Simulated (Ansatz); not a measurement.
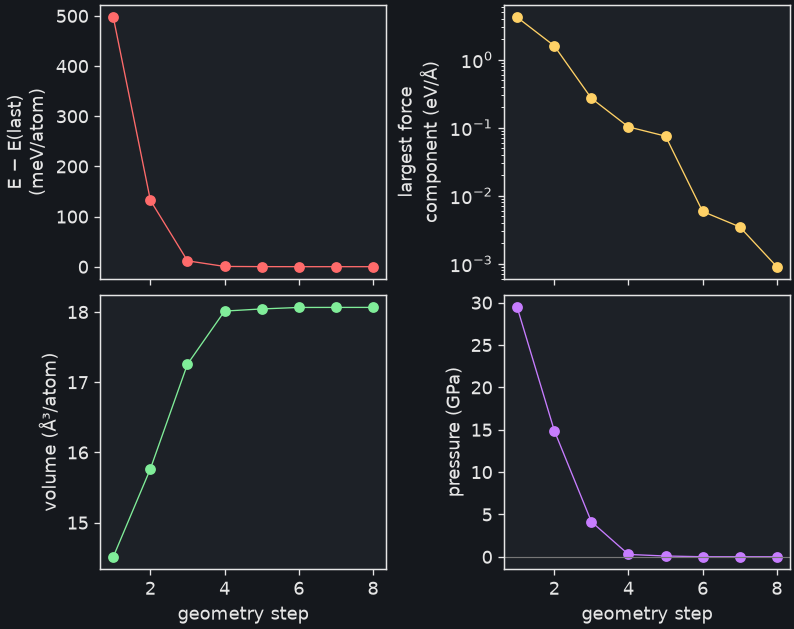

History of a geometry optimisation. Atoms and cell relax. A closing SCF on a freshly chosen basis isn't drawn.

- system: Ti₂PS (P6_3/mmc, 8 atoms in the cell)
- method: DFT, PAW plane waves, r2SCAN+U (Ansatz); cutoff 500 eV, 8×8×2 k-mesh, Fermi–Dirac smearing of 0.1 eV, collinear spins, U = 3.05 eV on Ti d

**How did the optimisation end?**

The optimisation met its thresholds at geometry 8, counting the start as the first. The energy fell by about 500 meV/atom from the first step to the last. The largest force component goes from about 4.2 eV/Å at the start to 9 × 10⁻⁴ eV/Å at the end.

**What happens to the cell?**

The volume grows from 14.5 to 18.1 Å³ per atom (+24 %), as the pressure goes from 29 GPa to about 0 GPa. The start was compressed.

**By which step was nine tenths of the energy gained?**

By step 3 of 8.
